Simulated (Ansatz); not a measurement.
C2H10GeO2Si

```tsv
atom	x (Å)	y (Å)	z (Å)
C	0.0600	2.3193	-0.9709
C	-1.0771	-1.2227	-1.5354
Ge	-0.8485	-0.1738	2.8866
O	-0.4847	1.3089	-0.1597
O	-0.5880	-0.9192	1.2785
Si	-0.1325	-0.3264	-0.1950
H	-0.3666	2.3059	-1.9920
H	-0.1697	3.3009	-0.5253
H	1.1604	2.2370	-1.0621
H	1.3426	-0.4758	-0.3973
H	-2.1620	-1.0750	-1.4108
H	-0.8722	-2.3051	-1.4978
H	-0.7910	-0.8588	-2.5363
H	-0.9519	-1.3581	3.8646
H	-2.1586	0.6372	2.8585
H	0.3534	0.7284	3.2371
```

Geometry: B3LYP/def2-SVP.

Level of theory: isolated molecule in a Gaussian basis; Kohn-Sham density functional theory, functional PBE0 in Ansatz.

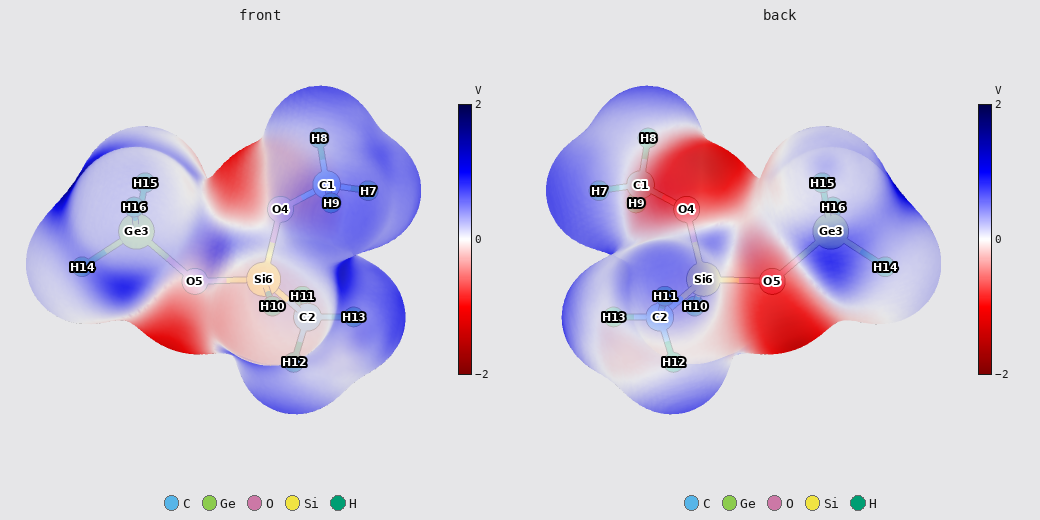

Figure 1. The molecular electrostatic potential painted on the density surface at 0.002 e/bohr³, seen from the front and from behind; the colour scale runs from red (negative) to blue (positive).

Question: Where is the surface potential most negative and most positive?

Answer: The most negative region (about −1.3 V) lies over O4 and O5, the most positive (about +1.5 V) over Ge3.

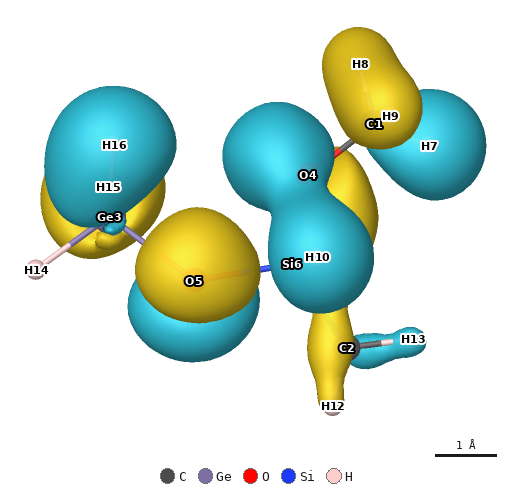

Figure 2. The HOMO−1 at ±0.06 Å⁻³ᐟ² (yellow and cyan are the two phases), seen across its widest extent.

Question: Describe this orbital and give its energy.

Answer: Its weight (Hirshfeld) is mainly on O5 (about 30 %), O4 (about 20 %), Ge3 (about 10 %) and C1 (about 5 %). Its energy is −8.42 eV.

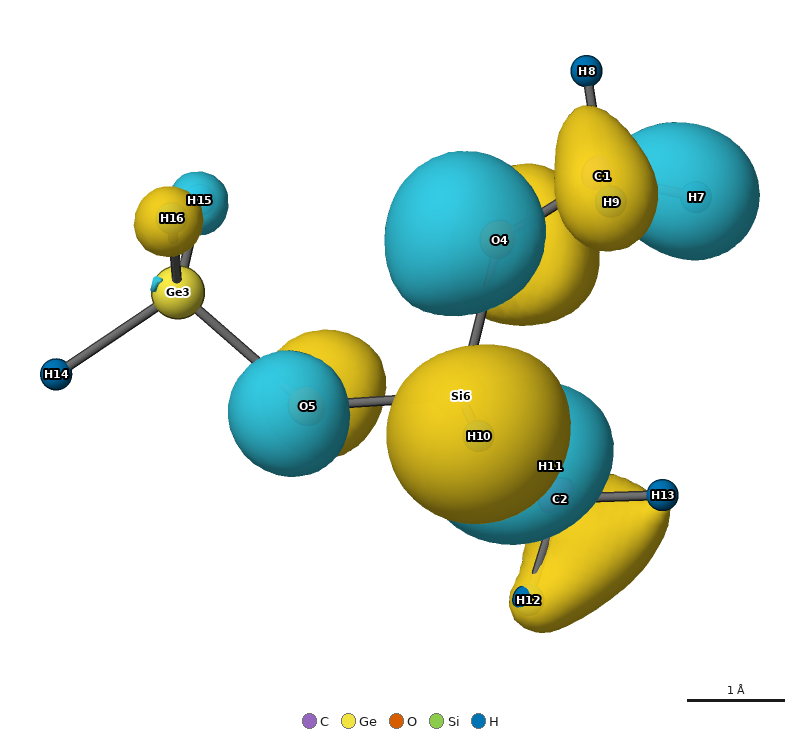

Figure 3. The HOMO at ±0.1 Å⁻³ᐟ² (yellow and cyan are the two phases), seen at a tilt.

Question: Describe this orbital and give its energy.

Answer: Its weight (Hirshfeld) is mainly on O4 (about 30 %), C2 (about 15 %), Si6 (about 15 %), H10 (about 10 %) and O5 (about 10 %). Its energy is −7.83 eV.
